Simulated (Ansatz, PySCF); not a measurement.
Breaking the Mg1–H2 bond in H2Mg (SMILES [MgH2]) (multiplicity 1 held, fragments rigid). Energies count from the point at 1.700 Å.
Geometry at that point (charge 0, multiplicity 1):
```xyz
3

Mg     0.000     0.000     0.000
H      0.000     0.000    -1.700
H      0.000     0.000     1.700
```

Restricted levels (R-, RO-) in cc, def2 and unpolarised 6-31G sets keep to the state of the molecule at rest. U- levels take the lowest unrestricted solution at each point, which mixes spins at long bonds. Full CI gives the lowest state of the spin. Levels need not reach the same state.

Correlated levels freeze the cores. Rows in 3-21G, 6-31G* carry no dispersion term and start afresh at each structure (6-31G* with six Cartesian d functions). MP2/6-31G* freezes PySCF's default core, which is smaller on s-block atoms.

The values were computed with Ansatz (Gaussian basis) for Hartree–Fock, density functionals and correlated methods; PySCF for 3-21G rows, 6-31G* rows. 

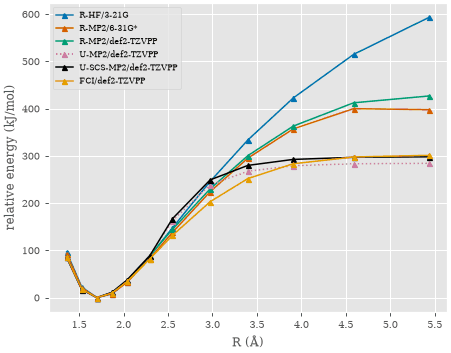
Figure: Relative energy along the coordinate

Order the other curves in the same basis by their non-parallelity to FCI/def2-TZVPP (largest less smallest deviation, whatever its cause), smallest first.

U-SCS-MP2/def2-TZVPP (49 kJ/mol), U-MP2/def2-TZVPP (53 kJ/mol), R-MP2/def2-TZVPP (126 kJ/mol)

Doubts at one or more of the structures used: a restricted determinant that unrestricted orbitals would lower (R-HF/3-21G, R-MP2/6-31G*, R-MP2/def2-TZVPP); a spin-contaminated determinant (U-MP2/def2-TZVPP, U-SCS-MP2/def2-TZVPP).

Ansatz is a program for electronic structure.
